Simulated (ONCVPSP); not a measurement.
**Pseudopotential generation for Al**

System: aluminium (Al, Z = 13), core [Ne], reference valence 3s1.5 (an ion of charge +1.5), valence charge 3.
Method: ONCV potential, PBEsol, non-relativistic, made with ONCVPSP 4.0.1.

## Input
```
# ATOM AND REFERENCE CONFIGURATION
# atsym  z   nc   nv     iexc    psfile
  Al 13.00    3    1  -116133      upf
#
#   n    l    f
    1    0    2.00
    2    0    2.00
    2    1    6.00
    3    0    1.50
#
# PSEUDOPOTENTIAL AND OPTIMIZATION
# lmax
    1
#
#   l,   rc,      ep,       ncon, nbas, qcut
    0    1.50    0.00    3    7    3.70
    1    1.50    0.04    4    7    5.10
#
# LOCAL POTENTIAL
# lloc, lpopt,  rc(5),   dvloc0
    4    5    1.35    0.00
#
# VANDERBILT-KLEINMAN-BYLANDER PROJECTORs
# l, nproj, debl
    0    2    3.30
    1    2    2.40
#
# MODEL CORE CHARGE
# icmod, fcfact, rcfact
    3    2.25    1.00
#
# LOG DERIVATIVE ANALYSIS
# epsh1, epsh2, depsh
   -2.00    5.00    0.02
#
# OUTPUT GRID
# rlmax, drl
    6.00    0.01
#
# TEST CONFIGURATIONS
# ncnf
    4
# nvcnf
#   n    l    f
    2
    3    0    2.00
    3    1    1.00
#
    1
    3    0    2.00
#
    1
    3    0    1.00
#
    2
    3    0    1.00
    3    1    1.00
#
```

The log's header says scalar-relativistic, as this program prints it for non-relativistic runs too.

Hardware: 1 CPU thread, shared host.

Run as:
```bash
oncvpspnr.x < Al.dat > Al.out
```

## Output (extracts)
```
ONCVPSP  (Optimized Norm-Conservinng Vanderbilt PSeudopotential)
scalar-relativistic version 4.0.1

#   n    l    f        energy (Ha)
    1    0    2.00    -5.5820142E+01
    2    0    2.00    -4.4703345E+00
    2    1    6.00    -3.0808441E+00
    3    0    1.50    -7.0251086E-01

Reference configufation results
  iterations    26
  all-electron total energy (Ha)   -2.41216426D+02

Begin loop to  construct optimized pseudo wave functions
and semi-local pseudopoentials for all angular momenta

   Wellstate for l =  0  n =  5
     eigenvalue =   2.5975
     asymptotic potential =   3.0975
     half-point radius =  2.9795

Calculating optimized projector #   1

 for l=   0

    Fraction of norm inside rc  0.158262
    Optimizing pswf for qcut=   3.70 a_B^-1,  ecut=   6.83 Ha
    Residual kinetic energy error=  3.66D-04 Ha

    Energy error per electron        Cutoff
         Ha          eV             Ha
         0.01000     0.27211        3.75
         0.00100     0.02721        5.84
         0.00010     0.00272       22.27
         0.00001     0.00027       96.91

Calculating optimized projector #   2

 for l=   0

    Fraction of norm inside rc  0.082666
    Optimizing pswf for qcut=   3.70 a_B^-1,  ecut=   6.83 Ha
    Residual kinetic energy error=  4.74D-02 Ha

    Energy error per electron        Cutoff
         Ha          eV             Ha
         0.01000     0.27211       30.61
         0.00100     0.02721       96.01
         0.00010     0.00272      110.35
         0.00001     0.00027      149.89

   Wellstate for l =  1  n =  4
     eigenvalue =   0.0400
     asymptotic potential =   0.5400
     half-point radius =  6.0037

   Wellstate for l =  1  n =  5
     eigenvalue =   2.4400
     asymptotic potential =   2.9400
     half-point radius =  3.2103

Calculating optimized projector #   1

 for l=   1

    Fraction of norm inside rc  0.064610
    Optimizing pswf for qcut=   5.11 a_B^-1,  ecut=  13.07 Ha
    Residual kinetic energy error=  1.31D-03 Ha

    Energy error per electron        Cutoff
         Ha          eV             Ha
         0.01000     0.27211        2.03
         0.00100     0.02721       15.20
         0.00010     0.00272       59.51
         0.00001     0.00027       71.38

Calculating optimized projector #   2

 for l=   1

    Fraction of norm inside rc  0.096798
    Optimizing pswf for qcut=   5.11 a_B^-1,  ecut=  13.07 Ha
    Residual kinetic energy error=  8.61D-02 Ha

    Energy error per electron        Cutoff
         Ha          eV             Ha
         0.01000     0.27211       55.11
         0.00100     0.02721       87.34
         0.00010     0.00272      104.25
         0.00001     0.00027      155.72

Construct Vanderbilt / Kleinmman-Bylander projectors

B matrix Hermiticity error, ll=   0
   1   2   -1.1797E-07

  Orthonormal projector coefficients  1.5248E+01  2.2835E+00

B matrix Hermiticity error, ll=   1
   1   2    4.9907E-08

  Orthonormal projector coefficients -3.7025E+02  1.9401E+00

Model core correction analysis
  based on d2Exc/dn_idn_j

d2excae - all-electron derivatives

   -6.126007D-02

d2excps - pseudofunction derivatives with no core correction

   -6.655815D-02

rms 2nd derivative error    5.298087E-03

rmatch, rhocmatch    1.4457    0.2712

Teter function model core charge with specified parameters

d2excps - pseudofunction derivatives with core correction

   -6.440865D-02

rms 2nd derivative error    3.148586E-03

Pseudoatom total energy   -1.411255

Diagnostic tests using Vanderbilt-Kleinman-Bylander pseudopotentials
  1 or more projectors used as specified by nproj input data

   l    rcore       rmatch      e in        delta e   norm test  slope test

   0   1.5074974   1.5532683  -0.7025109  -0.0000520   0.9999051   1.0002470
   0   1.5074974   1.5532683   2.5974891   0.0000438   0.9999721   0.9999721

   1   1.5074974   1.5532683   0.0400000  -0.0000002   0.9999998   0.9999998
   1   1.5074974   1.5532683   2.4400000  -0.0000004   1.0000005   1.0000005

 Testing for bound ghosts
   n   l    E NL Schr. Eq   E Basis Diag.   E Cutoff

   1   0       -0.702563       -0.676901    114.11

       1                     -323.640489     96.75  WARNING - GHOST(-)
   2   1       -0.479007       -0.421544     96.75

 Testing for highly-localized positive-energy ghosts
       l    <radius>/rc     E Basis Diag.   E Cutoff

       0        0.855237        3.857069    114.11  WARNING - GHOST(+)

       1        0.355346       27.937047     96.75  WARNING - GHOST(+)

       1        0.989675       56.395004     96.75  WARNING - GHOST(+)

Test configuration 0

   n   l     f        eae           eps        diff
   1   0  2.0000  -55.82014231
   2   0  2.0000   -4.47033454
   2   1  6.0000   -3.08084415
   3   0  1.5000   -0.70251086   -0.70256286   -5.20D-05

    Total energies and differences
      AE_ref= -2.41216426D+02  AE_tst= -2.41216426D+02  dif=  0.00D+00
      PS_ref= -1.41125540D+00  PS_tst= -1.41125540D+00  dif=  2.22D-16
      PSP excitation error= -2.22D-16

Test configuration 1

   n   l     f        eae           eps        diff
   1   0  2.0000  -55.28507443
   2   0  2.0000   -3.94690746
   2   1  6.0000   -2.55700501
   3   0  2.0000   -0.28269182   -0.28242902    2.63D-04
   3   1  1.0000   -0.09912602   -0.09931967   -1.94D-04

    Total energies and differences
      AE_ref= -2.41216426D+02  AE_tst= -2.41738453D+02  dif= -5.22D-01
      PS_ref= -1.41125540D+00  PS_tst= -1.93364430D+00  dif= -5.22D-01
      PSP excitation error=  3.62D-04

Test configuration 2

   n   l     f        eae           eps        diff
   1   0  2.0000  -55.59698127
   2   0  2.0000   -4.25327501
   2   1  6.0000   -2.86377399
   3   0  2.0000   -0.54200050   -0.54200135   -8.43D-07

    Total energies and differences
      AE_ref= -2.41216426D+02  AE_tst= -2.41527291D+02  dif= -3.11D-01
      PS_ref= -1.41125540D+00  PS_tst= -1.72214125D+00  dif= -3.11D-01
      PSP excitation error=  2.03D-05

Test configuration 3

   n   l     f        eae           eps        diff
   1   0  2.0000  -56.06059032
   2   0  2.0000   -4.70298040
   2   1  6.0000   -3.31350943
   3   0  1.0000   -0.86757068   -0.86709762    4.73D-04

    Total energies and differences
      AE_ref= -2.41216426D+02  AE_tst= -2.40824014D+02  dif=  3.92D-01
      PS_ref= -1.41125540D+00  PS_tst= -1.01889652D+00  dif=  3.92D-01
      PSP excitation error=  5.32D-05

Test configuration 4

   n   l     f        eae           eps        diff
   1   0  2.0000  -55.66137817
   2   0  2.0000   -4.31643083
   2   1  6.0000   -2.92633737
   3   0  1.0000   -0.57037749   -0.57004916    3.28D-04
   3   1  1.0000   -0.35744151   -0.35779695   -3.55D-04

    Total energies and differences
      AE_ref= -2.41216426D+02  AE_tst= -2.41315865D+02  dif= -9.94D-02
      PS_ref= -1.41125540D+00  PS_tst= -1.51129468D+00  dif= -1.00D-01
      PSP excitation error=  6.00D-04
```

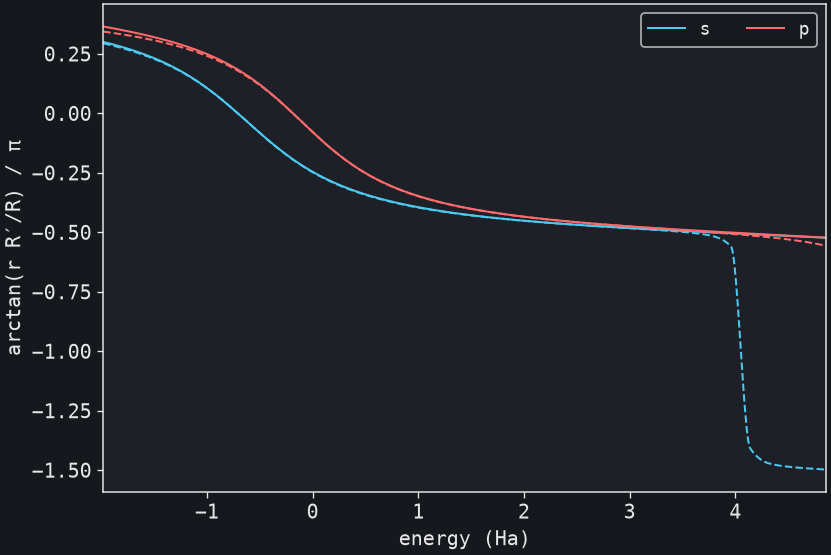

Fig. 1: Unwrapped phase arctan(r R′/R) in units of π against energy, all-electron (solid) and pseudo (dashed); the pseudo phase is matched to the all-electron one at the reference energy. Here R(r) is the radial function. A near-vertical step is a level narrower than the spacing of the points behind the curves. Not drawn: d: not judged; f: not judged.

- Range over which the phases agree within 0.05 rad: s: up to about 3.8 Ha; p: between about -1.7 and 4.5 Ha.
- Ghost states: Going away from the reference energies, the phases part by more than π/2 in: s at about 4.1 Ha (above its reference energy, pseudo phase lower, at the flagged ghost). Such a step is either a state that only one of the two atoms has or an ordinary level shifted in energy. The separate test gives: GHOST(-) flagged for p at -8806.7 eV; GHOST(+) flagged for s at 105.0 eV (flags above 300 eV left out). The bound ghosts lie below the range of the plot.

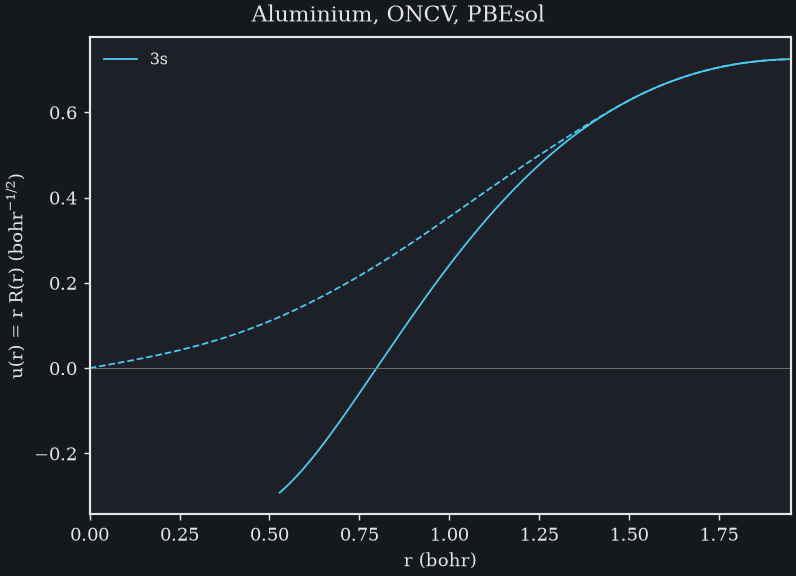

Fig. 2: Pseudo-waves (dashed) against the all-electron radial functions (solid). The innermost oscillations of some all-electron curves aren't drawn. Reference configuration 3s1.5.

- Matching radii: 3s at 1.50 bohr. The curves merge smoothly, so the plot gives these only roughly.
- Nodes of the pseudo-waves: 3s has no node. The potential isn't sound: its ghost test gives GHOST(-) flagged for p at -8806.7 eV; GHOST(+) flagged for s at 105.0 eV (flags above 300 eV left out).

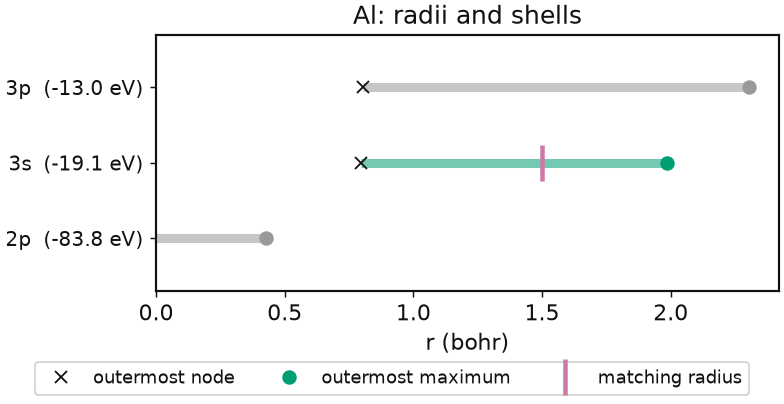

Fig. 3: Outer shells of the all-electron reference atom: each bar runs from the outermost node (or the nucleus) to the outermost maximum of u(r); the tick is the radius chosen for the pseudo-wave. Shells without a tick have no pseudo-wave of their own. Levels, nodes and maxima are from ld1.x, non-relativistic.

- Radii against the shells: 3s: 1.50 bohr, between node and maximum.

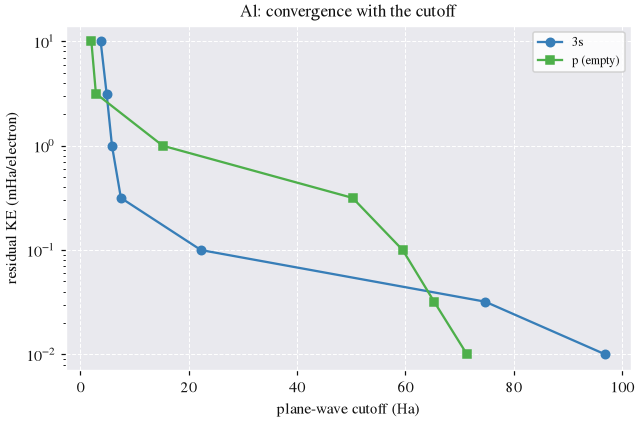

Fig. 4: Residual kinetic energy of the pseudo-waves (the first of each channel, and further valence shells) beyond the plane-wave cutoff, as the generator prints it.

- Cutoffs for the occupied states: 5.8 Ha for 1 mHa and 22 Ha for 0.1 mHa per electron. The first is set by 3s.
- Hardest wave at 1 mHa per electron: p (empty), with rc = 1.50 bohr and qcut = 5.1 1/bohr. The optimisation minimises, but can't always remove, the kinetic energy above qcut²/2 = 13.0 Ha, and a larger rc would as a rule soften the wave at some cost in transferability.
- Cutoffs for 1 mHa per electron: p (empty): 15 Ha; 3s: 5.8 Ha.

## Key numbers

- outcome: generated, with a ghost state
- cutoffs needed: 5.8 Ha and 22 Ha (the cutoffs at which the residual kinetic energy of the hardest occupied pseudo-wave falls to 1 and 0.1 mHa per electron); the channels without a valence shell are harder: p needs 15 Ha for 1 mHa
- ghost test: GHOST(-) flagged for p at -8806.7 eV; GHOST(+) flagged for s at 105.0 eV (flags above 300 eV left out)
- largest excitation error: +16 meV (all-electron minus pseudo) for 3s1 3p1, out of 4 test configurations
- rms error of d²Exc/dni dnj: 5.30 mHa without and 3.15 mHa with the model core
- range over which the phases arctan(r R′/R) at the test radius agree within 0.05 rad (a looser test near the poles than one of phase shifts): s: up to about 3.8 Ha; p: between about -1.7 and 4.5 Ha; d: not judged, local potential alone; f: not judged, local potential alone
- wall time: 2.5 s

## Notes

The potential has a bound ghost state, so it can't be used as it stands. The scattering phases part by more than π/2 and stay apart in s from about 4.1 Ha: a level there is either far displaced or one that only the pseudo-atom has.
